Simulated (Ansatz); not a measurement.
# AlSiH$_{6}$O$_{2}$F: geometry relaxation

- system: AlSiH$_{6}$O$_{2}$F
- method: RKS PBE-D4/6-31G* (Ansatz 0.2.0)

The input holds or restrains some coordinates. It belongs to a series of runs on one base structure; here: pulled along the bonds that form and break, towards end A. Figures and captions count atoms from 1; the log counts them from 0 in places.

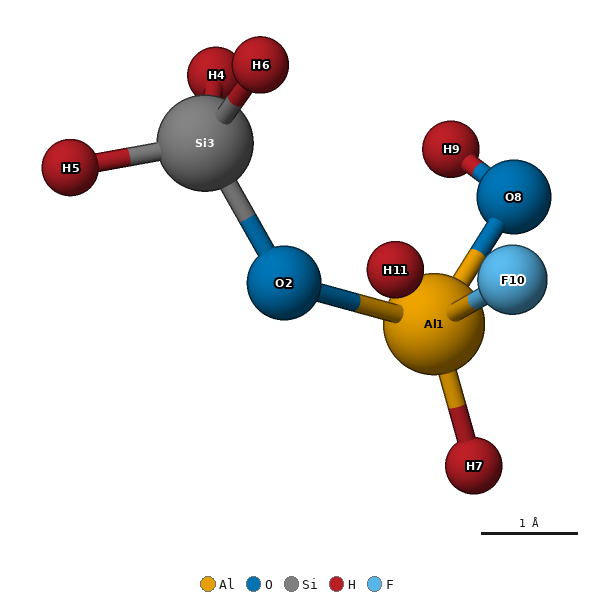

The input geometry (ball-and-stick view, seen at a tilt; atoms are numbered from 1 in the order of the input). Sticks mark near contacts.

**The input**
```yaml
crystal:
  periodic: [false, false, false]
  atoms:
    - { symbol: Al, position_ang: [0.0, 0.0, 0.0] }
    - { symbol: O, position_ang: [0.0, 0.0, 2.13] }
    - { symbol: Si, position_ang: [-1.3147, -0.4067, 3.0936] }
    - { symbol: H, position_ang: [-2.239, -1.2403, 2.3304] }
    - { symbol: H, position_ang: [-0.8506, -1.1432, 4.2657] }
    - { symbol: H, position_ang: [-1.9987, 0.8095, 3.5233] }
    - { symbol: H, position_ang: [1.351, 0.0, -0.78] }
    - { symbol: O, position_ang: [-1.5415, 0.0, -0.89] }
    - { symbol: H, position_ang: [-2.0512, -0.8467, -0.6815] }
    - { symbol: F, position_ang: [-0.2489, 1.872, 0.6275] }
    - { symbol: H, position_ang: [-0.1654, 1.2439, 1.7062] }
basis:
  gaussian: { orbitals: "6-31G*" }
hamiltonian:
  xc: pbe
  dispersion: d4
relax:
  f_tol: 0.15
  max_steps: 25
  restrain:
    - { distance: [0, 9], at: 2.89, k: 30.0 }
    - { distance: [10, 1], at: 2.21, k: 30.0 }
    - { distance: [0, 1], at: 1.78, k: 30.0 }
    - { distance: [10, 9], at: 0.92, k: 30.0 }
output:
  orbitals: {}
```

Hardware: 2 threads of Arm Neoverse V2, 24 GiB of memory available, shared host.

Launched with:
```bash
ansatz run input.yaml --threads 2 --pin off --max-ram 3072MiB --backend cpu --events-out ev --progress --plain --runs-dir out
```

**Output**
```
The last accepted step is kept in [file] (removed where the run ends without a failure and the disk answers)
Engine: ansatz 0.2.0, aarch64-unknown-linux-gnu
Functional definition: PBE
  parameter kappa = 0.804
  parameter beta = 0.06672455060314922
  exchange = pbe_x(kappa = kappa, mu = beta*pi^2/3)
  correlation = pbe_c(beta = beta)
1084 factors; their error is unknown
mean field evaluation 1: about -21358.5200 eV, gradient 8.0e1 eV
mean field evaluation 2: about -21267.3065 eV, gradient 2.0e2 eV
mean field evaluation 4: about -21369.0916 eV, gradient 2.4e1 eV
mean field evaluation 8: about -21370.0435 eV, gradient 2.0e-1 eV
mean field evaluation 16: about -21369.9827 eV, gradient 1.4e-4 eV
mean field -21369.98273896 eV, -785.3323805622 hartree, gradient 2.8e-5 eV, S^2 0.000000; 0 other end points of the search recorded, 0 dependent functions left out
the calculation of the forces begins
reference -21369.98279134 eV, -785.3323824871 hartree; 29, 29 occupied and 66, 66 virtual orbitals, 1084 factors
relax step   1: F+E_penalty+E_count = -21370.19261008 eV  Δ(F+E_penalty+E_count) = +0.000e0 eV  max|allowed force component| = 2.619e0 eV/Å  E_restraint = 27.39341838 eV  max|allowed force component, restraints' pulls added| = 2.927e1 eV/Å  Δτ_max = 0.0000 Å  (28 SCF iters, accepted)
  distance Al 0 - F 9 = 1.9900 Å
  distance H 10 - O 1 = 1.3245 Å
  distance Al 0 - O 1 = 2.1300 Å
  distance H 10 - F 9 = 1.2510 Å
these checks for a lower state are left out or cut short: starts, cluster_reference, orbital_swaps, neighbouring_geometries, increment
1084 factors; their error is unknown
mean field -21369.76670727 eV, -785.3244415441 hartree, gradient 2.3e-5 eV, S^2 0.000000; 0 other end points of the search recorded, 0 dependent functions left out
[... from here on the field's lines of each further geometry are left out, up to the last ...]
relax step   2: F+E_penalty+E_count = -21369.97697861 eV  Δ(F+E_penalty+E_count) = +2.156e-1 eV  max|allowed force component| = 2.171e0 eV/Å  E_restraint = 11.42512833 eV  max|allowed force component, restraints' pulls added| = 2.001e1 eV/Å  Δτ_max = 0.1970 Å  (35 SCF iters, accepted)
relax step   3: F+E_penalty+E_count = -21369.89375121 eV  Δ(F+E_penalty+E_count) = +8.323e-2 eV  max|allowed force component| = 1.979e0 eV/Å  E_restraint = 2.79660732 eV  max|allowed force component, restraints' pulls added| = 8.772e0 eV/Å  Δτ_max = 0.1947 Å  (36 SCF iters, accepted)
relax step   4: F+E_penalty+E_count = -21369.97485793 eV  Δ(F+E_penalty+E_count) = -8.111e-2 eV  max|allowed force component| = 1.636e0 eV/Å  E_restraint = 0.05686960 eV  max|allowed force component, restraints' pulls added| = 2.394e0 eV/Å  Δτ_max = 0.1941 Å  (31 SCF iters, accepted)
relax step   5: F+E_penalty+E_count = -21370.28096265 eV  Δ(F+E_penalty+E_count) = -3.061e-1 eV  max|allowed force component| = 7.930e-1 eV/Å  E_restraint = 0.01633059 eV  max|allowed force component, restraints' pulls added| = 7.826e-1 eV/Å  Δτ_max = 0.1938 Å  (35 SCF iters, accepted)
relax step   6: F+E_penalty+E_count = -21370.34113132 eV  Δ(F+E_penalty+E_count) = -6.017e-2 eV  max|allowed force component| = 1.003e0 eV/Å  E_restraint = 0.02844824 eV  max|allowed force component, restraints' pulls added| = 1.132e0 eV/Å  Δτ_max = 0.1949 Å  (30 SCF iters, accepted)
relax step   7: F+E_penalty+E_count = -21370.39339751 eV  Δ(F+E_penalty+E_count) = -5.227e-2 eV  max|allowed force component| = 1.015e0 eV/Å  E_restraint = 0.01459219 eV  max|allowed force component, restraints' pulls added| = 1.015e0 eV/Å  Δτ_max = 0.1013 Å  (28 SCF iters, accepted)
relax step   8: F+E_penalty+E_count = -21370.45650496 eV  Δ(F+E_penalty+E_count) = -6.311e-2 eV  max|allowed force component| = 6.382e-1 eV/Å  E_restraint = 0.01034640 eV  max|allowed force component, restraints' pulls added| = 1.780e-1 eV/Å  Δτ_max = 0.2000 Å  (29 SCF iters, accepted)
relax step   9: F+E_penalty+E_count = -21370.46309749 eV  Δ(F+E_penalty+E_count) = -6.593e-3 eV  max|allowed force component| = 6.574e-1 eV/Å  E_restraint = 0.01033259 eV  max|allowed force component, restraints' pulls added| = 2.944e-1 eV/Å  Δτ_max = 0.1118 Å  (29 SCF iters, accepted)
the calculation of the forces begins
reference -21370.26802895 eV, -785.3428647761 hartree; 29, 29 occupied and 66, 66 virtual orbitals, 1084 factors
relax step  10: F+E_penalty+E_count = -21370.47546628 eV  Δ(F+E_penalty+E_count) = -1.237e-2 eV  max|allowed force component| = 5.793e-1 eV/Å  E_restraint = 0.01141269 eV  max|allowed force component, restraints' pulls added| = 1.161e-1 eV/Å  Δτ_max = 0.1439 Å  (28 SCF iters, accepted)
  distance Al 0 - F 9 = 2.8763 Å
  distance H 10 - O 1 = 2.2041 Å
  distance Al 0 - O 1 = 1.7676 Å
  distance H 10 - F 9 = 0.9396 Å
1084 factors; their error is unknown
mean field evaluation 96: about -21370.2680 eV, gradient 2.5e-2 eV
```

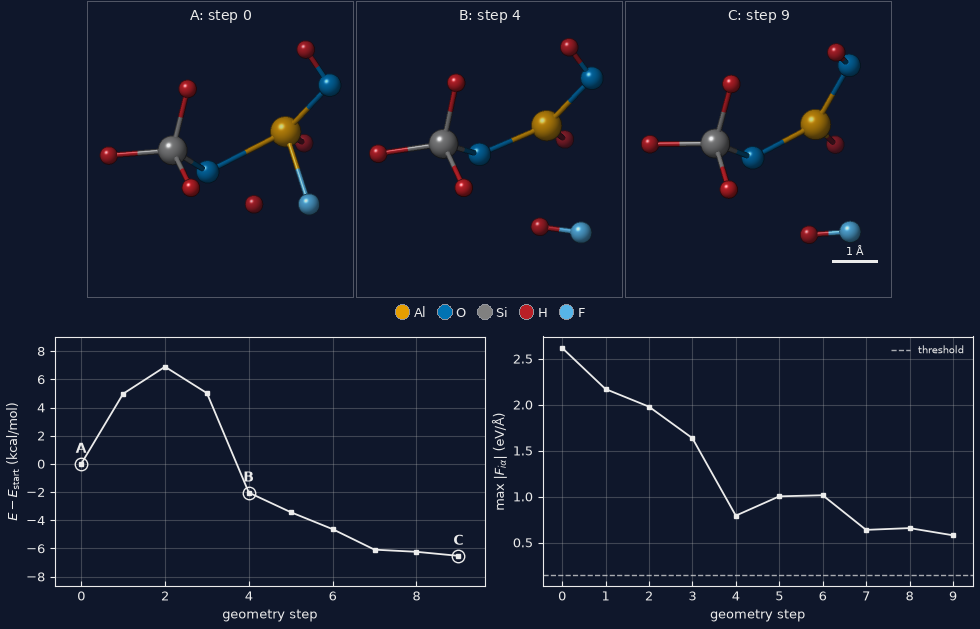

Frames of the restrained relaxation (ball-and-stick view, seen at a tilt) above the curves, on which the letters mark them (the first geometry is step 0 here and step 1 in the log).

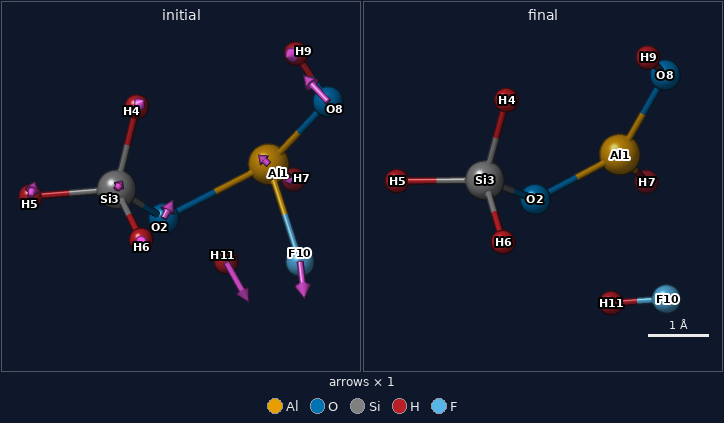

Before (left) and after (right) the restrained relaxation, at one scale (ball-and-stick view, seen at a tilt). The pink arrows give the displacements, at true length. The atom that moves furthest after the best rigid fit is H11 (0.79 Å). By element the largest moves are H 0.79 Å, F 0.69 Å, O 0.68 Å, Al 0.25 Å, Si 0.20 Å. Distances before and after: Al1–F10 1.990 → 2.876 Å, Al1–O2 2.130 → 1.768 Å, F10–H11 1.251 → 0.940 Å, Al1–O8 1.780 → 1.720 Å. New bonds form: F10–H11 (1.25 → 0.94 Å). Bonds break: Al1–F10 (1.99 → 2.88 Å). Among the angles that change: Al1–O8–H9 109.5° → 120.6°, Al1–O2–Si3 125.0° → 132.7°, O2–Si3–H4 109.5° → 111.7°. After 9 geometry steps the energy has fallen by 6.52 kcal/mol. The largest force component goes from 2.6 to 0.58 eV/Å. (Atoms are counted from 1 in the order of the input.)

```
mean field -21370.26797889 eV, -785.3428629362 hartree, gradient 1.9e-5 eV, S^2 0.000000; 1 other end points of the search recorded, 0 dependent functions left out
the calculation of the forces begins
reference -21370.26802895 eV, -785.3428647761 hartree; 29, 29 occupied and 66, 66 virtual orbitals, 1084 factors
Total energy: -21370.47551635 eV, -785.3504897972 hartree
Atom 0 at     0.000227    -0.236035     0.069453 Å, force    -0.175711     0.358475     0.491754 eV/Å
Atom 1 at    -0.090669    -0.179414     1.833825 Å, force     0.080493     0.187428    -0.396072 eV/Å
Atom 2 at    -1.321203    -0.493418     2.911424 Å, force    -0.030517    -0.011418     0.062285 eV/Å
Atom 3 at    -2.467421    -1.216695     2.251582 Å, force    -0.006630     0.014274    -0.015057 eV/Å
Atom 4 at    -0.824451    -1.340538     4.043473 Å, force     0.008972    -0.009627    -0.002478 eV/Å
Atom 5 at    -1.857269     0.791373     3.478796 Å, force     0.002882    -0.004417    -0.004558 eV/Å
Atom 6 at     1.397954    -0.041636    -0.633065 Å, force     0.025556    -0.007934    -0.015332 eV/Å
Atom 7 at    -1.387814    -0.681231    -0.843115 Å, force     0.021928     0.001616    -0.023074 eV/Å
Atom 8 at    -2.245756    -0.823780    -0.403922 Å, force     0.055665     0.015570     0.011222 eV/Å
Atom 9 at    -0.282354     2.493052     0.932621 Å, force    -0.145851    -0.079653    -0.579263 eV/Å
Atom 10 at     0.019756     2.016822     1.684128 Å, force     0.163213    -0.464315     0.470571 eV/Å
Dipole moment:    -0.137731    -0.130338     0.363520 e Å
```

**Trajectory as extended XYZ (Å, eV, eV/Å), 10 frames, from step=1 to step=10**
```
11
Properties=species:S:1:pos:R:3:forces:R:3 step=1 energy=-21370.19261
Al    0.0000    0.0000    0.0000   -1.3165   2.6192   0.9858
O     0.0000    0.0000    2.1300    0.0647   1.2815  -2.2547
Si   -1.3147   -0.4067    3.0936    0.2855  -0.0384  -0.1103
H    -2.2390   -1.2403    2.3304   -0.5768  -0.4900  -0.3793
H    -0.8506   -1.1432    4.2657    0.2242  -0.3810   0.5683
H    -1.9987    0.8095    3.5233   -0.3738   0.6103   0.2172
H     1.3510    0.0000   -0.7800    0.4659  -0.4702   0.1105
O    -1.5415    0.0000   -0.8900    0.0807  -2.0852   1.1631
H    -2.0512   -0.8467   -0.6815    0.3865   1.1503  -0.5220
F    -0.2489    1.8720    0.6275    0.4846  -1.5295   0.9174
H    -0.1654    1.2439    1.7062    0.2750  -0.6669  -0.6961
11
Properties=species:S:1:pos:R:3:forces:R:3 step=2 energy=-21369.97698
Al    0.0048   -0.1428    0.0459   -1.0248   2.1710   1.3255
O     0.0136   -0.1494    2.0583   -0.3042   0.7743  -2.1024
Si   -1.3073   -0.4134    3.0872    0.6726  -0.2665  -0.7008
H    -2.2484   -1.2473    2.3279   -0.6314  -0.3760  -0.1619
H    -0.8479   -1.1486    4.2726    0.1533  -0.2420   0.4803
H    -1.9987    0.8162    3.5228   -0.1075   0.4588   0.0535
H     1.3549   -0.0122   -0.7737    0.1631  -0.3810   0.2733
O    -1.5257   -0.0241   -0.8685    0.6386  -1.4242   1.0381
H    -2.0568   -0.8422   -0.6886   -0.0430   0.5745  -0.2968
F    -0.2653    2.0324    0.7221    0.4030  -2.1202   1.7454
H    -0.1822    1.4199    1.6193    0.0803   0.8313  -1.6542
11
Properties=species:S:1:pos:R:3:forces:R:3 step=3 energy=-21369.89375
Al    0.0104   -0.2875    0.0837   -0.7616   1.9791   0.9154
O     0.0224   -0.2892    1.9867   -0.5757   0.5691  -1.4616
Si   -1.2947   -0.4201    3.0719    0.7885  -0.5409  -0.9589
H    -2.2594   -1.2524    2.3275   -0.6355  -0.2669  -0.0135
H    -0.8462   -1.1500    4.2781    0.1288  -0.0998   0.3088
H    -1.9963    0.8207    3.5206    0.1774   0.3082  -0.1441
H     1.3537   -0.0172   -0.7669   -0.0872  -0.4450   0.4355
O    -1.5074   -0.0417   -0.8512    0.9919  -1.2471   1.0458
H    -2.0627   -0.8384   -0.6915   -0.3081   0.3237  -0.2117
F    -0.2779    2.1586    0.8019    0.0351  -0.0674  -0.6766
H    -0.2010    1.6057    1.5644    0.2464  -0.5131   0.7610
11
Properties=species:S:1:pos:R:3:forces:R:3 step=4 energy=-21369.97486
Al    0.0099   -0.3671    0.1019   -0.4253   1.6365  -0.0918
O     0.0067   -0.3803    1.8828   -0.6745   0.4100   0.1379
Si   -1.2764   -0.4625    3.0175    0.4748  -0.3387  -0.6540
H    -2.3158   -1.2748    2.3304   -0.3795  -0.1650   0.0852
H    -0.8311   -1.1446    4.2730    0.1270  -0.0404  -0.0511
H    -1.9492    0.8172    3.4787    0.3832   0.0333  -0.3411
H     1.3497   -0.0690   -0.7247   -0.0013  -0.3728   0.3201
O    -1.4741   -0.1099   -0.8304    0.6276  -1.0027   0.6839
H    -2.0901   -0.8559   -0.6738   -0.3038   0.2520  -0.1318
F    -0.2922    2.3394    0.8672   -0.1338   0.6232  -1.3937
H    -0.1965    1.7960    1.6025    0.3056  -1.0354   1.4364
11
Properties=species:S:1:pos:R:3:forces:R:3 step=5 energy=-21370.28096
Al   -0.0041   -0.2128    0.0843   -0.7930   0.4138  -0.0529
O    -0.0343   -0.3203    1.8523   -0.5372   0.2852  -0.0509
Si   -1.3063   -0.5228    2.9650    0.4896   0.3629  -0.3711
H    -2.4005   -1.3239    2.3290   -0.0994  -0.1047   0.0578
H    -0.8087   -1.1801    4.2184    0.0202  -0.0957  -0.1244
H    -1.8841    0.8118    3.3908    0.0949  -0.1463  -0.1504
H     1.3783   -0.1691   -0.6711    0.1266   0.0498   0.0844
O    -1.4916   -0.2458   -0.8663    0.3201  -0.7826   0.7563
H    -2.1295   -0.9418   -0.5636    0.2573   0.6132  -0.2120
F    -0.2874    2.5127    0.9539    0.0562  -0.4444  -0.2601
H    -0.0907    1.8808    1.6326    0.0648  -0.1511   0.3233
11
Properties=species:S:1:pos:R:3:forces:R:3 step=6 energy=-21370.34113
Al   -0.0119   -0.2384    0.0438   -0.5254   0.5423   0.0357
O    -0.0532   -0.2526    1.8098   -0.5577  -0.0126   0.1326
Si   -1.3087   -0.4970    2.9245    0.5408   0.1807  -0.4360
H    -2.4017   -1.3296    2.3162   -0.0626  -0.0259   0.0221
H    -0.7881   -1.1818    4.1545   -0.0013  -0.0093  -0.0746
H    -1.8950    0.8290    3.3444    0.0300  -0.0877  -0.0476
H     1.3979   -0.1796   -0.6811   -0.0477   0.0267   0.0733
O    -1.4862   -0.3670   -0.9092   -0.1603  -0.9326   1.0031
H    -2.1829   -0.9522   -0.4835    0.7027   0.8404  -0.5274
F    -0.2548    2.4784    1.0059    0.0802  -0.4724   0.0816
H    -0.0744    1.9793    1.7999    0.0012  -0.0496  -0.2630
11
Properties=species:S:1:pos:R:3:forces:R:3 step=7 energy=-21370.39340
Al   -0.0140   -0.2139    0.0554   -0.3947   0.4099   0.1158
O    -0.0665   -0.2311    1.8221   -0.4495   0.0640  -0.0149
Si   -1.3230   -0.5134    2.9189    0.4607   0.2159  -0.3258
H    -2.4061   -1.3487    2.2959   -0.0512  -0.0347  -0.0083
H    -0.7999   -1.2160    4.1356    0.0004  -0.0165  -0.0460
H    -1.9286    0.7967    3.3517    0.0087  -0.0697  -0.0218
H     1.3943   -0.1400   -0.6605   -0.0028   0.0454   0.0377
O    -1.4690   -0.4247   -0.8933   -0.3831  -0.7325   1.0152
H    -2.1983   -0.9041   -0.3957    0.7525   0.6944  -0.6435
F    -0.2321    2.5070    0.9708   -0.0082  -0.2995  -0.2970
H    -0.0158    1.9769    1.7244    0.0672  -0.2765   0.1888
11
Properties=species:S:1:pos:R:3:forces:R:3 step=8 energy=-21370.45650
Al   -0.0137   -0.2091    0.0536   -0.1617   0.3305   0.4043
O    -0.0689   -0.1956    1.8211    0.1145   0.2022  -0.3437
Si   -1.3286   -0.4945    2.8699   -0.0175  -0.0332  -0.0197
H    -2.4107   -1.2905    2.1773   -0.0020   0.0128   0.0784
H    -0.8402   -1.2625    4.0631   -0.0389   0.0046  -0.0373
H    -1.9391    0.7970    3.3389   -0.0021  -0.0235   0.0162
H     1.3707   -0.0560   -0.6905   -0.0050   0.0327   0.0086
O    -1.4621   -0.6030   -0.8029    0.0579  -0.0816   0.1780
H    -2.2082   -0.9023   -0.2448    0.0376   0.0992  -0.1363
F    -0.2176    2.5005    0.9962   -0.1580  -0.0307  -0.6382
H     0.0596    2.0047    1.7432    0.1752  -0.5131   0.4898
11
Properties=species:S:1:pos:R:3:forces:R:3 step=9 energy=-21370.46310
Al   -0.0355   -0.2094    0.0627    0.1273   0.3673   0.4539
O    -0.0880   -0.1840    1.8297    0.0079   0.2350  -0.3694
Si   -1.3356   -0.4998    2.8885   -0.0102  -0.0406   0.0466
H    -2.4464   -1.2639    2.2129   -0.0141   0.0087   0.0039
H    -0.8463   -1.3077    4.0511    0.0062  -0.0134   0.0007
H    -1.9154    0.7841    3.4085   -0.0148   0.0187   0.0096
H     1.3483    0.0373   -0.6574   -0.0179  -0.0313  -0.0192
O    -1.4258   -0.7079   -0.8163    0.2309   0.0886  -0.1414
H    -2.2307   -0.8967   -0.3122   -0.2944  -0.0703   0.1199
F    -0.1429    2.5243    0.9493   -0.1901  -0.0298  -0.6574
H     0.0592    2.0121    1.7083    0.1693  -0.5330   0.5528
11
Properties=species:S:1:pos:R:3:forces:R:3 step=10 energy=-21370.47547
Al    0.0002   -0.2360    0.0695   -0.1757   0.3585   0.4918
O    -0.0907   -0.1794    1.8338    0.0805   0.1874  -0.3961
Si   -1.3212   -0.4934    2.9114   -0.0305  -0.0114   0.0623
H    -2.4674   -1.2167    2.2516   -0.0066   0.0143  -0.0151
H    -0.8245   -1.3405    4.0435    0.0090  -0.0096  -0.0025
H    -1.8573    0.7914    3.4788    0.0029  -0.0044  -0.0046
H     1.3980   -0.0416   -0.6331    0.0256  -0.0079  -0.0153
O    -1.3878   -0.6812   -0.8431    0.0219   0.0016  -0.0231
H    -2.2458   -0.8238   -0.4039    0.0557   0.0156   0.0112
F    -0.2824    2.4931    0.9326   -0.1459  -0.0797  -0.5793
H     0.0198    2.0168    1.6841    0.1632  -0.4643   0.4706
```

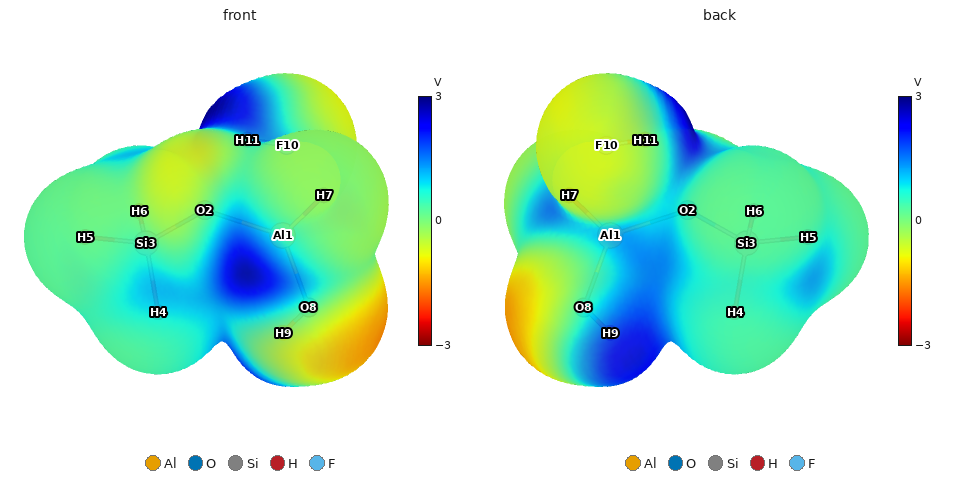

The electrostatic potential painted on the density surface at 0.002 e/bohr³, seen at a tilt and from behind; red is negative and blue positive.

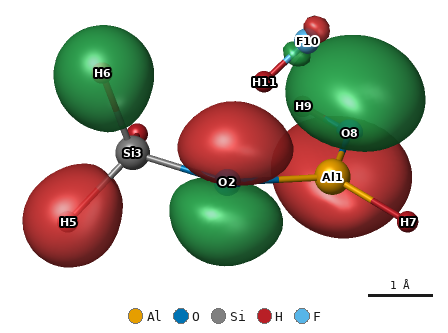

One frontier orbital at ±0.08 Å⁻³ᐟ² (green and red are the two phases), seen from the side. The HOMO, at −7.19 eV.

**Summary**

```tsv
quantity	value
outcome	converged under the restraints of the input
total energy	−21370.4755 eV
mean-field energy	−21370.2680 eV
largest force (length of the vector) at the end, held atoms and coordinates included	0.681 eV/Å
wall time	22 s (CPU time 42 s)
peak memory	0.15 GiB
```
